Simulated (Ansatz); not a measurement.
# The cluster AlNi₂−: inputs that go wrong

Aim: try 2 inputs for the cluster AlNi₂− as typed, read how each ends, and find what has to change.

Program: Ansatz 0.2.0, Gaussian basis. Level of theory: the settings change from run to run. These are calculated values, not measurements.

1 further run of the same task is left out (set aside as unsound or not needed). Runs told in other sessions of the task aren't counted.

### 1 The relaxed structure

An earlier PBE-D4 in a triple-zeta def2 set relaxation fixed the geometry.

3 atoms, charge -1, spin multiplicity 1.

Atoms are counted from 1 here; the program's logs count them from 0.

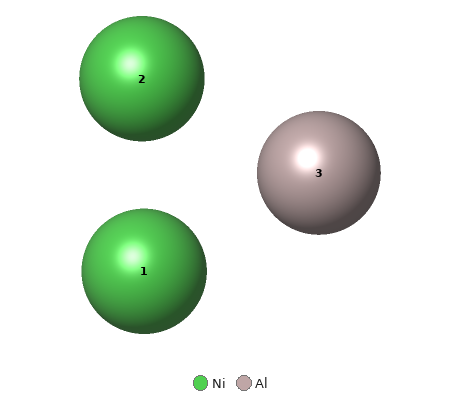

The structure; nickel green, aluminium light grey; atoms are numbered from 1 in the order of the file.

Geometry (Å):

```xyz
3
charge -1, multiplicity 1
Ni   -0.57579    0.73094    0.90648
Ni    1.12407    0.43098   -0.49012
Al   -0.54827   -1.16192   -0.41636
```

### 2 Try 1

Contents of in.yaml:

```yaml
crystal:
  periodic: [false, false, false]
  atoms:
    - {symbol: Ni, position_ang: [-0.575794, 0.730938, 0.906483]}
    - {symbol: Ni, position_ang: [1.124070, 0.430978, -0.490117]}
    - {symbol: Al, position_ang: [-0.548275, -1.161916, -0.416356]}
basis:
  gaussian: {orbitals: def2-mTZVP}
total_charge: -1
hamiltonian: {xc: {name: wB97M-V}, dispersion: d4}
output: {forces: true}
```

On the command line:

```
$ ansatz run in.yaml --threads 4 --pin off --events-out ev --progress --plain --max-ram 3916MiB
```

The program printed:

```text
Error: invalid value for `hamiltonian.dispersion`: no damping is tabulated for this functional; type it, or the functional that lends it
```

Run time: 0.05 s. Hardware: 4 threads of Arm Neoverse V2, shared host.

What is wrong: Refused before any calculation. The dispersion term doesn't go with the functional. Fix: leave the dispersion key out, since this functional holds its own nonlocal correlation.

### 3 Try 2

Contents of in.yaml:

```yaml
crystal:
  periodic: [false, false, false]
  atoms:
    - {symbol: Ni, position_ang: [-1.088094, 1.381273, 1.713004]}
    - {symbol: Ni, position_ang: [2.124185, 0.814431, -0.926187]}
    - {symbol: Al, position_ang: [-1.036091, -2.195704, -0.786799]}
basis:
  gaussian: {orbitals: def2-SVP}
total_charge: -1
magnetization: {spin_polarized: true, initial_magnetization: 0}
hamiltonian: {xc: {name: RPBE}, dispersion: d3bj}
scf: {omitted_lower_state_checks: [starts]}
```

Same command.

The program printed, cut to the lines that bear on the results:

```text
Functional definition: RPBE
  name "RPBE"
  cite "Hammer, Hansen & Nørskov, Phys. Rev. B 59, 7413 (1999) doi:10.1103/PhysRevB.59.7413"
  cite "Perdew, Burke & Ernzerhof, Phys. Rev. Lett. 77, 3865 (1996) doi:10.1103/PhysRevLett.77.3865"
[...]
977 factors; their error is unknown
[...]
mean field -88663.61931236 eV, -3258.3279113694 hartree, gradient 2.8e-6 eV, S^2 2.019945; 0 other end points of the search recorded, 0 dependent functions left out
reference -88663.61934706 eV, -3258.3279126447 hartree; 35, 35 occupied and 45, 45 virtual orbitals, 977 factors
Total energy: -88663.92583618 eV, -3258.3391759121 hartree
Checks for a lower state left out: starts
```

Run time: 13 s. Hardware: 4 threads of Arm Neoverse V2, shared host.

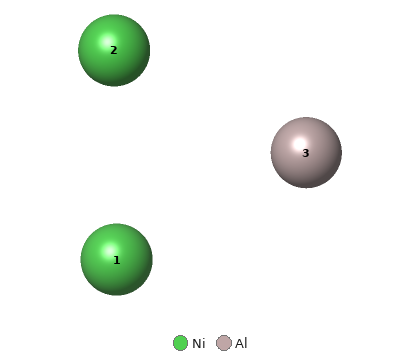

The geometry of this input.

Diagnosis: It ended without an error, which proves nothing about the input. The coordinates are in bohr but typed as ångström. The shortest distance is 4.20 Å (Ni1–Ni2), against 2.22 Å in the relaxed molecule. Its energy is no property of the relaxed molecule. Cure: take the coordinates from the file in ångström.

### 4 How the tries ended

```csv
try,level,ended,cause,time
1,wB97M-V/def2-mTZVP,refused,the dispersion term doesn't go with the functional,0.05 s
2,RPBE/def2-SVP,converged,the coordinates are in bohr but typed as ångström,13 s
```

In words: 1 refused, 1 converged. A refusal costs next to no computing time. The dangerous case is the input that converges on a wrong geometry, charge, spin, basis or grid: often only a look at the input shows it.
